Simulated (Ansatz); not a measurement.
# GaH3OTe (SMILES [OH][GaH][TeH]): one structure at several levels

A test off equilibrium: a structure displaced at random from a GFN2-xTB minimum is computed at several levels, and each is set against CCSD(T).

Program: Ansatz 0.2.0, Gaussian basis. Level of theory: single points in def2-TZVPP. These are calculated values, not measurements.

Cores are frozen in the correlated methods. Filled d shells of the heavier atoms are correlated. Core potentials replace the inner electrons past krypton, and spin-orbit coupling is left out.

### 1 The starting structure

SMILES `[OH][GaH][TeH]`, 6 atoms, charge 0, spin multiplicity 1.

Atoms are counted from 1 here; the program's logs count them from 0.

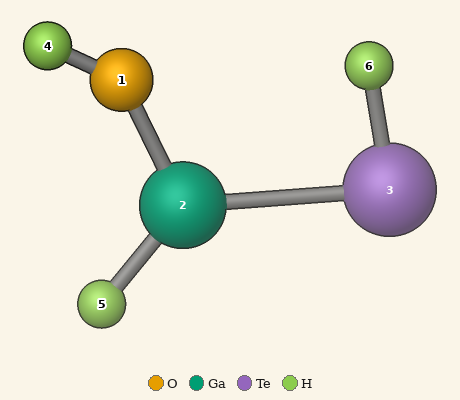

Start geometry, drawn with oxygen amber, gallium teal, tellurium purple, hydrogen green; atoms are numbered from 1 in the order of the file.

As a file:

```xyz
6
GaH3OTe
O    -0.0064   -1.0841    0.7276
Ga   -0.1342   -0.1187   -0.7102
Te    0.3350    2.3426   -0.2748
H    -0.0810   -2.0396    1.0486
H    -0.5999   -0.8910   -1.9983
H     0.6376    1.8442    1.1927
```

### 2 CCSD(T)/def2-TZVPP

run/in.yaml

```yaml
crystal:
  periodic: [false, false, false]
  atoms:
    - {symbol: O, position_ang: [-0.006400, -1.084100, 0.727600]}
    - {symbol: Ga, position_ang: [-0.134200, -0.118700, -0.710200]}
    - {symbol: Te, position_ang: [0.335000, 2.342600, -0.274800]}
    - {symbol: H, position_ang: [-0.081000, -2.039600, 1.048600]}
    - {symbol: H, position_ang: [-0.599900, -0.891000, -1.998300]}
    - {symbol: H, position_ang: [0.637600, 1.844200, 1.192700]}
basis:
  gaussian: {orbitals: def2-TZVPP}
correlation: {method: ccsd_t}
output: {forces: true}
```

The command line of these runs was not kept.

### 3 PBE0-D4/def2-TZVPP

Changes to run/in.yaml since step 2:

```diff
@@ -11,3 +11,3 @@
   gaussian: {orbitals: def2-TZVPP}
-correlation: {method: ccsd_t}
-output: {forces: true}
+hamiltonian: {xc: pbe0, dispersion: d4}
+output: {forces: true, orbitals: {seedname: orbitals}}
```

### 4 wB97M-V/def2-TZVPP

Changes to run/in.yaml since step 3:

```diff
@@ -11,3 +11,3 @@
   gaussian: {orbitals: def2-TZVPP}
-hamiltonian: {xc: pbe0, dispersion: d4}
-output: {forces: true, orbitals: {seedname: orbitals}}
+hamiltonian: {xc: {name: wB97M-V}}
+output: {forces: true}
```

### 5 r2SCAN-D4/def2-TZVPP

Changes to run/in.yaml since step 4:

```diff
@@ -11,3 +11,3 @@
   gaussian: {orbitals: def2-TZVPP}
-hamiltonian: {xc: {name: wB97M-V}}
+hamiltonian: {xc: r2scan, dispersion: d4}
 output: {forces: true}
```

### 6 PBE-D4/def2-TZVPP

Changes to run/in.yaml since step 5:

```diff
@@ -11,3 +11,3 @@
   gaussian: {orbitals: def2-TZVPP}
-hamiltonian: {xc: r2scan, dispersion: d4}
+hamiltonian: {xc: pbe, dispersion: d4}
 output: {forces: true}
```

### 7 BHLYP-D4/def2-TZVPP

Changes to run/in.yaml since step 6:

```diff
@@ -11,3 +11,3 @@
   gaussian: {orbitals: def2-TZVPP}
-hamiltonian: {xc: pbe, dispersion: d4}
+hamiltonian: {xc: {name: BHLYP}, dispersion: d4}
 output: {forces: true}
```

### 8 r2SCAN0-D4/def2-TZVPP

Changes to run/in.yaml since step 7:

```diff
@@ -11,3 +11,3 @@
   gaussian: {orbitals: def2-TZVPP}
-hamiltonian: {xc: {name: BHLYP}, dispersion: d4}
+hamiltonian: {xc: {name: r2SCAN0}, dispersion: d4}
 output: {forces: true}
```

(Steps that only read results are left out.)

Q: Predict the outcome of this session. Wanted: energy less free atoms, CCSD(T)/def2-TZVPP; RMS force component; RMS force error; HOMO and LUMO, PBE0-D4; T1 diagnostic.

As calculated:

```
                                  quantity                                                                                               value
energy less free atoms, CCSD(T)/def2-TZVPP                                                                                     -375.0 kcal/mol
                       RMS force component                                                                1.157 to 1.284 eV/Å over the methods
                           RMS force error  PBE0-D4 0.067, wB97M-V 0.040, r2SCAN-D4 0.075, PBE-D4 0.218, BHLYP-D4 0.169, r2SCAN0-D4 0.118 eV/Å
                    HOMO and LUMO, PBE0-D4                                                                                  -6.70 and -0.99 eV
                             T1 diagnostic                                                                                               0.013
```

In words: Against CCSD(T) the functionals' energies less atoms differ by -9.0 to +12.1 kcal/mol, PBE-D4 by -9.0 kcal/mol. CCSD(T) in triple zeta still lacks some correlation energy of the bonds, so part of these gaps is its own basis error and they don't rank the functionals. On forces the order runs from wB97M-V to PBE-D4. Frozen-core CCSD(T) forces in triple zeta carry basis errors of their own, and this is one geometry, so small gaps rank nothing.
